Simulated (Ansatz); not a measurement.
# Ho (P6_3/mmc): a Bloch–Grüneisen fit of the computed resistivity

Wanted: a compact model of ρ(T) for Ho (P6_3/mmc) and a check of it.

The resistivities were computed with Ansatz 0.2.0 (DFT PBE, scalar-relativistic, plane waves, norm-conserving pseudopotentials, 4f of the trivalent lanthanide in the core) from the linearised Boltzmann equation with harmonic phonons, on q 3×3×3, k 12×12×6, scattering 18×18×12; the fit below is done by hand on them.

The experiments to compare with:

“CRC Handbook of Chemistry and Physics, 84th edition, Electrical Resistivity of Pure Metals” (2003, CRC Press, section 12, read from Wikipedia's data page) quotes from earlier work for Ho (bulk crystal): resistivity at 295 K 81.4 μΩ cm.

## (1) The data

Symmetry: P6_3/mmc, No. 194, hexagonal system. The conventional cell has a = 3.592 Å, b = 3.592 Å, c = 5.561 Å, α = 90.00°, β = 90.00°, γ = 120.00°. Ho on site c is surrounded by 12 Ho at 3.47 to 3.59 Å.

This is the relaxed cell of the run, from steps not shown here.

The mean resistivity of the three axes from 50 to 800 K, with one row held back; the colder rows stay outside the fit and test it at the end:

```csv
T (K),ρ (μΩ cm)
50,6.100
80,12.51
100,?
150,26.24
200,35.72
273,49.45
300,54.54
400,73.45
500,92.48
600,111.7
800,150.2
```

The resistivity is not converged: the component that moves most changes by 11 % between the two finest meshes at 300 K.

## (2) The fit

Bloch and Grüneisen's form is ρ(T) = A (T/Θ)⁵ J₅(Θ/T), with J₅(z) the integral of x⁵/((eˣ − 1)(1 − e⁻ˣ)) from 0 to z. It goes as T⁵ far below Θ and as A T/(4Θ) far above. For a trial Θ the best A is the geometric mean of ρ/[(T/Θ)⁵ J₅] over the rows, and the scatter of that ratio measures the fit:

```csv
Θ (K),A (μΩ cm),scatter (%)
86,60.94,7.8
114,82.39,4.4
128,93.58,2.4
142,105.1,0.7
156,117.1,2.4
178,136.8,6.4
212,169.8,13.3
```

The scatter is least at Θ = 142 K, with A = 105.1 μΩ cm (0.7 % r.m.s.).

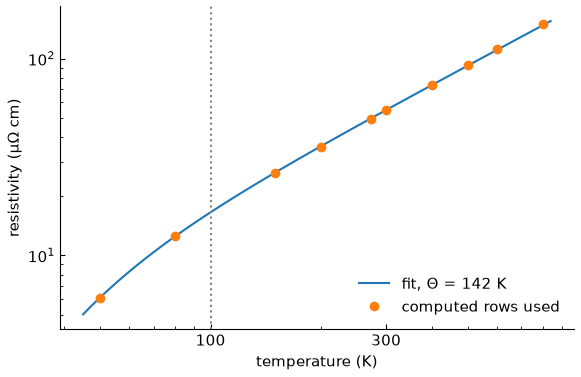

The fit through the rows used; the dotted line marks the temperature held back.

## (3) The row held back

At T = 100 K, Θ/T = 1.420, J₅ = 0.9107 and (T/Θ)⁵ = 0.1732, so the fit gives 16.59 μΩ cm. The computed value is 16.55 μΩ cm: the fit is off by +0.21 %. Outside its range, at 20 K, it gives 0.524 against 0.481 μΩ cm computed, 1.09 times that; at that temperature the run's own test moves by 18 % between meshes in the component that moves most. Among the rows used, the largest miss is -1.6 %, at 800 K.

## (4) Reading Θ and A

Θ = 142 K is 1.46 times ħω_log/k_B (97 K) and 0.86 of the highest phonon frequency (166 K). The high-temperature slope of the fit, A/(4Θ), is 0.185 μΩ cm/K. The same slope from the run's transport coupling and plasma energy, 2π k_B λ_tr/(ħ ε₀ ω_p²) with λ_tr = 0.746, 0.746, 0.738 (xx, yy, zz) and ħω_p = 3.61, 3.61, 5.36 (xx, yy, zz) eV, is 0.188 μΩ cm/K in the mean of the axes, +1.5 % from it. For comparison, the computed rows rise by 0.192 μΩ cm/K between the two hottest.

## (5) What came out

| Property | Result |
| --- | --- |
| Θ | 142 K |
| A | 105.1 μΩ cm |
| scatter of the fit | 0.7 % |
| held-back row at 100 K, fit against computed | 16.59 against 16.55 μΩ cm |

In words: Two numbers, Θ = 142 K and A = 105 μΩ cm, hold the computed ρ(T) from 50 to 800 K within 0.73 % r.m.s. and predict the held-back row within 0.21 %. By the run's own test the resistivity at 300 K moves by 11 % between its two finest scattering meshes, in the component that moves most. The mean hides an anisotropy: at 300 K the components are 66.6, 66.6, 30.4 (xx, yy, zz) μΩ cm. The 4f electrons are frozen in the core, and scattering by their moments is left out. Spin–orbit coupling is left out. The fit describes the calculation: impurities, thermal expansion, changes of phase and anharmonicity are in neither.

Comparison with the measured values:

| quantity | measured | q 3×3×3, fine 18×18×12 |
| --- | --- | --- |
| resistivity at 295 K (computed: phonon part alone; the measured value holds the sample's residual resistivity and scattering by disordered moments) (μΩ cm) | 81.4 | 53.59 (-34.2 %) |

Measured values from CRC Press, section 12, read from Wikipedia's data page (2003).

Verdict: The resistivity at 295 K is off by -34.2 %. The magnetic state of these runs (no moments) need not be that of the sample, so the match is not graded.

[Logs are printed without paths, hosts, clocks, repeated set-up lines and the standing remarks that a program may print on its own settings, such as how far it seeks lower states.]

[Hosts, paths, dates, database ids (printed as entryN), source tags and the programs' standing remarks are cut or masked in the printed files.]
